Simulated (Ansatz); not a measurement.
# YRh (Pm-3m): relaxing the cell for a phonon run

Task: relax YRh (Pm-3m) tightly.

Method: DFT PBEsol, scalar-relativistic, plane waves, PAW; PAW set soft_1, in Ansatz 0.2.0.

## (1) Set-up

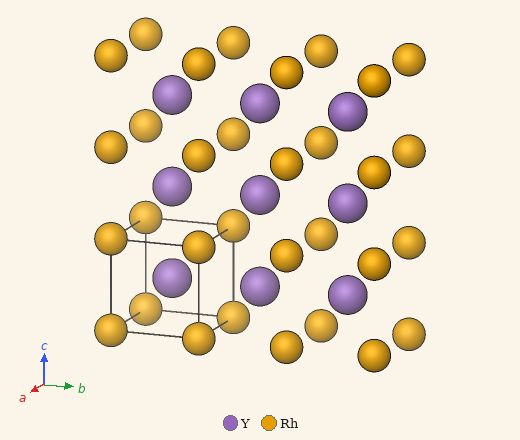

The starting structure, seen slightly off an axis (yttrium purple, rhodium orange). 1×3×3 cells are drawn. Some periodic images of atoms are drawn too.

## (2) Probe on a coarse mesh

A quick single point on a coarse mesh tells whether the cell has a gap and how far it is from rest, which sets the k mesh and smearing that follow.

input.yaml

```yaml
crystal:
  lattice:
    - [3.407, 0.0, 0.0]
    - [0.0, 3.407, 0.0]
    - [0.0, 0.0, 3.407]
  atoms:
    - { symbol: "Y", position: [0.5, 0.5, 0.5] }
    - { symbol: Rh, position: [0.0, 0.0, 0.0] }
kpoints:
  mp_grid: { grid: [6, 6, 6] }
hamiltonian:
  xc: pbesol
  pseudopotentials: { kind: paw, azcp: { folder: soft_1 }, xc_functional: pbe }
scf:
  occupations: { method: gaussian, width: 0.1 }
output:
  forces: true
  stress: true
  eigenvalues: true
```

Launch:

```console
$ ansatz run input.yaml --threads 4 --pin off --max-ram 10240MiB --backend cpu --events-out ev --progress --plain --runs-dir out
```

Numbers of over 12 decimals in the logs are rounded to 6 here.

The program printed:

```text
Engine: ansatz 0.2.0, aarch64-unknown-linux-gnu
Pseudopotentials: kind: paw
Pseudopotential: Y, paw, valence charge 11, recommended cutoff 420 eV (normal), soft_1/Y.paw.azcp
Pseudopotential: Rh, paw, valence charge 17, recommended cutoff 420 eV (normal), soft_1/Rh.paw.azcp
Functional definition: PBEsol
  exchange = pbesol_x
  correlation = pbesol_c
Crystal: 2 atoms, lattice volume = 39.547 Å³
[...]
--- Band table (eV; the first three rows and the last of 20) ---
  k-point 0: bands = [... 10 lower, 11.6439, 13.8968, 13.8968, 13.8968, 17.7758, 17.7758, 21.4999, 21.4999]
  k-point 1: bands = [... 10 lower, 11.9792, 13.8500, 13.8500, 13.9760, 17.3601, 17.8622, 19.9544, 19.9544]
  k-point 2: bands = [... 10 lower, 12.6709, 13.7784, 13.7784, 14.1452, 16.4577, 17.1231, 18.4453, 18.4453]
  k-point 19: bands = [... 10 lower, 13.1416, 14.5240, 14.5240, 14.5240, 14.9301, 14.9301, 20.4901, 22.4437]
[key lines of the parts left out:]
SCF converged after 7 iterations
Free energy (F): -10135.418585 eV
Fermi energy:    15.577179 eV
P = ⅓ Tr σ = -2.5749 GPa (-25.749 kbar)
```

It took 1.2 s on 4 threads of Arm Neoverse N1, shared host; peak memory 0.3 GiB; 2.5 s of CPU time.

Numbers from this step:

```
pressure          : -2.575 GPa
volume per atom   : 19.77 Å³
gap on the k-mesh : 0 eV
```

The coarse mesh shows no gap and a pressure of -2.6 GPa.

## (3) Bringing the structure to rest

Harmonic phonons are second derivatives at a point where the forces vanish, and they are wanted at zero stress, so atoms and cell are relaxed first.

input.yaml, the sections that differ from step 2:

```yaml
kpoints:
  mp_grid: { grid: [12, 12, 12] }
output:
  forces: true
  stress: true
  eigenvalues: true
  write_density: true
  write_potential: true
  elf: true
  volumetric_format: npy
relax:
  adjacent_minimum: "off"
  f_tol: 0.005
  max_steps: 80
  cell: { stress_tol: 0.05 }
# crystal, hamiltonian, scf: as in step 2
```

The program printed:

```text
[...]
Crystal: 2 atoms, lattice volume = 39.547 Å³
Basis set: ecut = 420 eV, 751 PW (Γ), exchange–correlation on 48×48×48 points (8 copies of the dense FFT grid, shifted against one another)
Bands: 18, of which v1, the nominal top of the filled ones, is band 14 counted from 1 (13 counted from 0)
Symmetry: 48 space group operations
[...]
k-points: 84 of 1728
[...]
SCF iter   1: F=—  HF=-10140.564693 eV  |F-HF|=—  |Δ(HF+E_count)|=         —  Δρ=2.64e-1  dr2=4.66e1  ethr=3.10e-3  ⟨swp⟩=4.1  Hψ=6110  notcnv=0
[...]
SCF iter   8: F=-10135.484194 eV  HF=-10135.484194 eV  |F-HF|=5.07e-9  |Δ(HF+E_count)|=   4.56e-8  Δρ=5.46e-6  dr2=6.65e-9  ethr=3.57e-10  ⟨swp⟩=8.4  Hψ=9668  notcnv=0
SCF 1 converged in 8 iterations: F = -10135.484194 eV  dr2 = 6.65e-9
[...]
relax step   1: F+E_penalty+E_count = -10135.48419358 eV  Δ(F+E_penalty+E_count) = +0.000e0 eV  max|allowed force component| = 4.536e-30 eV/Å  Δτ_max = 0.0000 Å  P = -2.410 GPa  Ω = 39.547 Å³  (8 SCF iters, dr2 threshold 1.00e-7 eV, accepted)
Crystal: 2 atoms, lattice volume = 37.509 Å³
Basis set: ecut = 420 eV, 739 PW (Γ), exchange–correlation on 48×48×48 points (8 copies of the dense FFT grid, shifted against one another)
[...]
iter 1 solved again at ethr=3.86e-4 eV; its pass at ethr=3.10e-3 eV (dr2=1.08e-1 eV) is discarded
[...]
SCF iter   6: F=-10135.475147 eV  HF=-10135.475147 eV  |F-HF|=1.71e-10  |Δ(HF+E_count)|=   4.67e-9  Δρ=2.66e-6  dr2=7.06e-10  ethr=4.96e-10  ⟨swp⟩=5.4  Hψ=8282  notcnv=0
the search or the solves at the SCF's close seem to have found levels that the self-consistency loop had missed (the run counts 1). By its estimate they hold under 1e-12 electrons; where the run keeps them, the occupations were computed again with them
SCF 2 converged in 6 iterations: F = -10135.475147 eV  dr2 = 7.06e-10
relax step   2: F+E_penalty+E_count = -10135.47514696 eV  Δ(F+E_penalty+E_count) = +9.047e-3 eV  max|allowed force component| = 2.728e-30 eV/Å  Δτ_max = 0.0000 Å  P = +4.190 GPa  Ω = 37.509 Å³  energy of the carried Pulay correction = +3.047e-4 eV  (6 SCF iters, dr2 threshold 2.00e-7 eV, rejected (line search))
Crystal: 2 atoms, lattice volume = 38.778 Å³
[...]
SCF iter   7: F=-10135.490514 eV  HF=-10135.490514 eV  |F-HF|=0.00e0  |Δ(HF+E_count)|=  1.49e-10  Δρ=1.01e-7  dr2=2.21e-12  ethr=1.00e-12  ⟨swp⟩=5.5  Hψ=6319  notcnv=0
SCF 3 converged in 7 iterations: F = -10135.490514 eV  dr2 = 2.21e-12
relax step   3: F+E_penalty+E_count = -10135.49051398 eV  Δ(F+E_penalty+E_count) = -6.320e-3 eV  max|allowed force component| = 4.470e-30 eV/Å  Δτ_max = 0.0000 Å  P = -0.134 GPa  Ω = 38.778 Å³  energy of the carried Pulay correction = +1.132e-4 eV  (7 SCF iters, accepted)
[...]
relax step   4: F+E_penalty+E_count = -10135.49053851 eV  Δ(F+E_penalty+E_count) = -2.454e-5 eV  max|allowed force component| = 2.498e-30 eV/Å  Δτ_max = 0.0000 Å  P = +0.005 GPa  Ω = 38.733 Å³  energy of the carried Pulay correction = +1.198e-4 eV  (6 SCF iters, accepted)
[...]
SCF iter   9: F=-10135.490415 eV  HF=-10135.490415 eV  |F-HF|=0.00e0  |Δ(HF+E_count)|=  1.82e-12  Δρ=6.60e-11  dr2=2.35e-18  ethr=1.00e-12  ⟨swp⟩=1.1  Hψ=3365  notcnv=0
SCF 5 converged in 9 iterations: F = -10135.490415 eV  dr2 = 2.35e-18
relax step   5: F+E_penalty+E_count = -10135.49041518 eV  Δ(F+E_penalty+E_count) = +1.233e-4 eV  max|allowed force component| = 3.977e-30 eV/Å  Δτ_max = 0.0000 Å  P = +0.006 GPa  Ω = 38.733 Å³  stress off target by 6.47e-3 GPa  SCF on the basis re-selected at this cell (its energy is not comparable with the rows above)  (9 SCF iters)
basis re-selected at this cell: Δ(F+E_penalty+E_count) = +1.233e-4 eV, ΔP = +0.002 GPa vs the last step (what re-selecting the basis moved, of the pressure what is left beyond the Pulay correction that the steps carried, after the strain that the cell walked since its last selection, with what the two solves' SCF thresholds leave and, on support functions, any second-order correction that the steps lacked; it is no m [...]
SCF converged after 9 iterations
Free energy (F): -10135.490415 eV
[...]
Internal energy: -10135.483586 eV  (E = F + TS)
E sigma→0 (E₀):  -10135.487001 eV
Entropy (-TS):   -0.006829 eV (-3.415 meV/atom)
Fermi energy:    15.930181 eV
[...]
--- Stress (GPa, compression-positive) ---
        0.006466      -0.000000       0.000000
       -0.000000       0.006466      -0.000000
        0.000000      -0.000000       0.006466
  P = ⅓ Tr σ = 0.0065 GPa (0.065 kbar)
--- Band table (eV; the first three rows and the last of 84) ---
  k-point 0: bands = [... 10 lower, 11.9026, 14.2215, 14.2215, 14.2215, 18.1842, 18.1842, 21.9984, 21.9984]
  k-point 1: bands = [... 10 lower, 11.9955, 14.2083, 14.2083, 14.2430, 18.0700, 18.2244, 21.3854, 21.3854]
  k-point 2: bands = [... 10 lower, 12.2522, 14.1750, 14.1750, 14.3029, 17.7528, 18.2819, 20.4110, 20.4110]
  k-point 83: bands = [... 10 lower, 13.4746, 14.8626, 14.8626, 14.8626, 15.2847, 15.2847, 20.9918, 22.9639]
--- Relaxed structure (4 steps of the walk, 3 accepted, 1 SCFs on fresh bases) ---
  F+E_penalty+E_count = -10135.49041518 eV   max|allowed force component| = 3.977e-30 eV/Å   (the final SCF, on the basis selected at the relaxed cell)
  cell:  # Å, volume = 38.7333 Å³
    - [3.383464, 0, 0]
    - [0, 3.383464, 0]
    - [0, 0, 3.383464]
  atoms:
    - { symbol: Y, position: [0.5, 0.5, 0.5] }
    - { symbol: Rh, position: [0, 0, 0] }
```

Wall time 7.6 s (4 threads); peak memory 0.38 GiB.

The steps of the relaxation:

```
step  energy less that of the first step (eV)  largest force component (eV/Å)  pressure (GPa)  volume (Å³)
   1                                   0.0000                          0.0000           -2.41        39.55
   2                                   0.0090                          0.0000            4.19        37.51
   3                                  -0.0063                          0.0000           -0.13        38.78
   4                                  -0.0063                          0.0000            0.00        38.73
  5*                                  -0.0062                          0.0000            0.01        38.73
```

Relaxation steps marked * repeat the geometry before them on a plane-wave basis chosen anew for their cell, so energy and pressure can jump there. Relaxation step 2 was tried and not accepted.

Forces are held to the 48 operations that the run works with; a distortion that breaks them can't arise in this run.

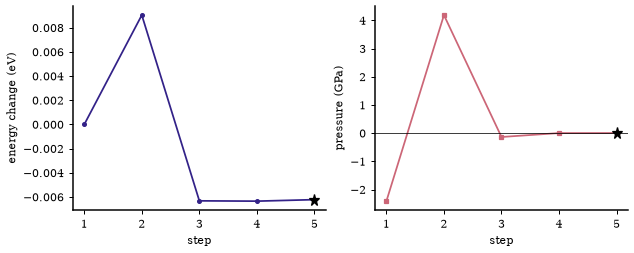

Energy and pressure along the relaxation. Stars mark steps on a basis chosen anew.

```
conventional cell, symmetrised  before  after  change
                         a (Å)   3.407  3.383  -0.7 %
                         b (Å)   3.407  3.383  -0.7 %
                         c (Å)   3.407  3.383  -0.7 %
              volume (Å³/atom)   19.77  19.37  -2.1 %
```

Final coordinates:

```xyz
2
Lattice="3.3835 0.0000 0.0000 0.0000 3.3835 0.0000 0.0000 0.0000 3.3835" Properties=species:S:1:pos:R:3 pbc="T T T"
Y     1.6917    1.6917    1.6917
Rh    0.0000    0.0000    0.0000
```

This step gave:

* pressure: 0.006466 GPa
* volume per atom: 19.37 Å³

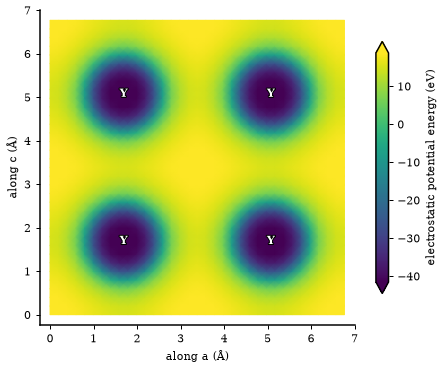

Electrostatic potential energy in the ac plane at fractional y = 0.500, with atoms of Y within 0.2 Å of it. With pseudopotentials it is smooth inside the atoms' cores, unlike the true potential.

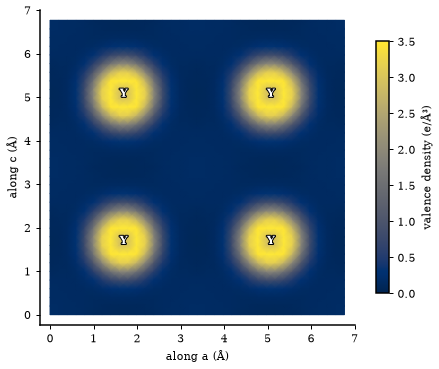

Valence density in the ac plane at fractional y = 0.500, with atoms of Y within 0.2 Å of it. It is the smooth field of the valence electrons, not physical close to the nuclei.

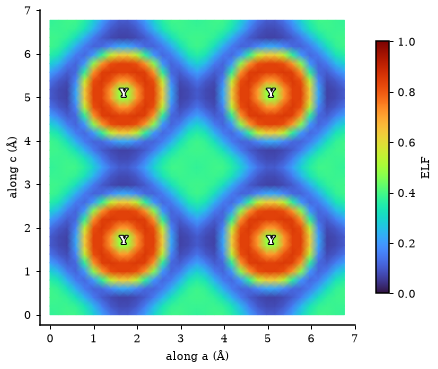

ELF in the ac plane at fractional y = 0.500, with atoms of Y within 0.2 Å of it. It is the smooth field of the valence electrons, not physical close to the nuclei.

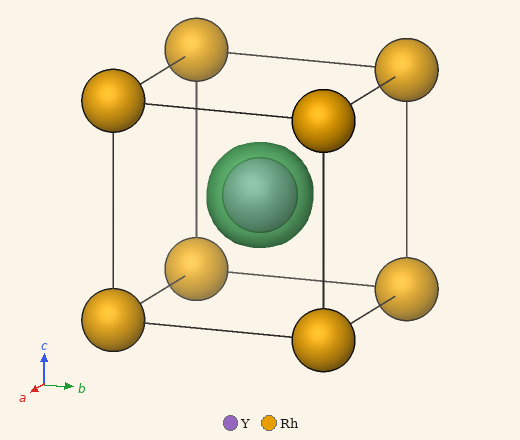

Surface of ELF = 0.78.

In this step the volume went from 19.77 to 19.37 Å³/atom.

## (4) Relaxing to small forces for the phonons

Phonons need a cell at rest on their own settings, so the relaxation is repeated with tight tolerances on forces and stress, using the mesh and the filling of the phonon run that follows.

input.yaml, the sections that differ from step 3:

```yaml
crystal:
  lattice:
    - [3.3834636032, 0.0, 0.0]
    - [0.0, 3.3834636032, 0.0]
    - [0.0, 0.0, 3.3834636032]
  atoms:
    - { symbol: "Y", position: [0.5, 0.5, 0.5] }
    - { symbol: Rh, position: [0.0, 0.0, 0.0] }
scf:
  occupations: { method: methfessel_paxton, width: 0.2 }
output:
  forces: true
  stress: true
  eigenvalues: true
relax:
  adjacent_minimum: "off"
  f_tol: 0.001
  max_steps: 60
  cell: { stress_tol: 0.01 }
# kpoints, hamiltonian: as in step 3
```

The program printed:

```text
[...]
Crystal: 2 atoms, lattice volume = 38.733 Å³
Basis set: ecut = 420 eV, 739 PW (Γ), exchange–correlation on 48×48×48 points (8 copies of the dense FFT grid, shifted against one another)
Bands: 18, of which v1, the nominal top of the filled ones, is band 14 counted from 1 (13 counted from 0)
[... 1 set-up line as in the run before ...]
[...]
k-points: 84 of 1728
[...]
k-point 83: bands = [... 10 lower, 13.4745, 14.8626, 14.8626, 14.8626, 15.2845, 15.2845, 20.9917, 22.9638]
--- Relaxed structure (1 steps of the walk, 1 accepted, 1 SCFs on fresh bases) ---
[...]
cell:  # Å, volume = 38.7333 Å³
    - [3.3834636032, 0.0, 0.0]
    - [0.0, 3.3834636032, 0.0]
    - [0.0, 0.0, 3.3834636032]
  atoms:
    - { symbol: Y, position: [0.5, 0.5, 0.5] }
    - { symbol: Rh, position: [0.0, 0.0, 0.0] }
[key lines of the parts left out:]
SCF converged after 4 iterations
Free energy (F): -10135.488067 eV
Fermi energy:    15.923460 eV
P = ⅓ Tr σ = 0.0012 GPa (0.012 kbar)
```

It took 3.1 s on 4 threads; peak memory 0.37 GiB.

Little changed from the start: no atom moved by 0.005 Å and no cell edge by 0.1 %.

This step gave:

```yaml
pressure: 0.001221 GPa
```

The forces vanish by symmetry and the pressure is 0.001 GPa, within the tolerances set. The cell now holds 19.37 Å³/atom.

## (5) What came out

| Item | Value |
| --- | --- |
| space group after relaxation (within 0.01 Å) | Pm-3m |
| lattice constant a | 3.383 Å |
| lattice constant b | 3.383 Å |
| lattice constant c | 3.383 Å |
| volume per atom | 19.4 Å³ |

**Reading.** The forces vanish by symmetry and the pressure is 0.001 GPa, within the tolerances set. The cell now holds 19.37 Å³/atom. The relaxation keeps the symmetry of its start, so it says nothing on stability against lower symmetry. The PAW files were made for PBE and serve the other functionals too.

[Logs are printed without paths, hosts, clocks, repeated set-up lines and the standing remarks that a program may print on its own settings, such as how far it seeks lower states.]

[Hosts, paths, dates, database ids (printed as entryN), source tags and the programs' standing remarks are cut or masked in the printed files.]
